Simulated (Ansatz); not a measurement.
# Ligand exchange: C2H3ClSn + C2H9FSi2 → C2H3FSn + C2H9ClSi2

Species: C2H3ClSn `C#[C][SnH2][Cl]`, singlet; C2H9FSi2 `CC[SiH](F)[SiH3]`, singlet; C2H3FSn `C#[C][SnH2][F]`, singlet; C2H9ClSi2 `CC[SiH]([SiH3])Cl`, singlet. The partners trade Cl for F: Sn–Cl and Si–F bonds give way to Sn–F and Si–Cl.

Shapes, held fixed at every level: PBE0-D4/def2-TZVP. Flexible molecules stand in one conformer, not always the lowest. Programs: Ansatz 0.2.0. Electronic energies: no zero-point or thermal term.

```csv
level,kind,ΔE (kJ/mol),less CCSD(T)/def2-TZVPP
HF/def2-TZVPP,Hartree–Fock,+78.0,+12.7
r2SCAN-D4/def2-TZVPP,meta-GGA,+60.7,-4.6
B3LYP-D4/def2-TZVPP,global hybrid,+62.5,-2.8
PBE0-D4/def2-TZVPP,global hybrid,+60.2,-5.1
wB97X-V/def2-TZVPP,range-separated hybrid,+60.7,-4.6
B2PLYP/def2-TZVPP,double hybrid,+65.1,-0.2
MP2/def2-TZVPP,perturbation theory,+64.2,-1.1
CCSD(T)/def2-TZVPP,coupled cluster or CI,+65.3,0.0
```

The highest level, CCSD(T)/def2-TZVPP, gives ΔE = +65.3 kJ/mol; the levels span +60.2 to +78.0. The column of differences is taken from that level and isn't an error. No measured value is set beside it here. For atoms past krypton def2 sets carry core potentials with scalar relativity. Correlated rows may include outer-core shells of Sn, which these sets cover unevenly.

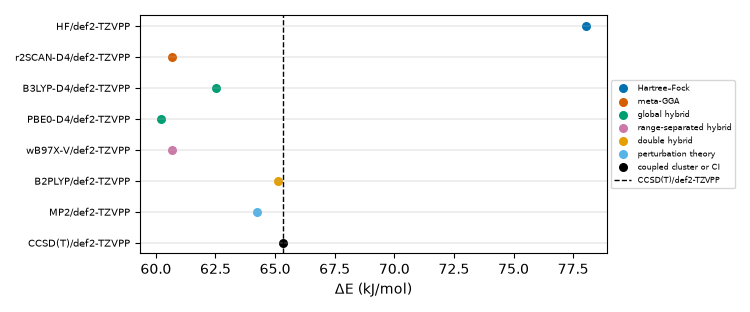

The values of the table, level by level.
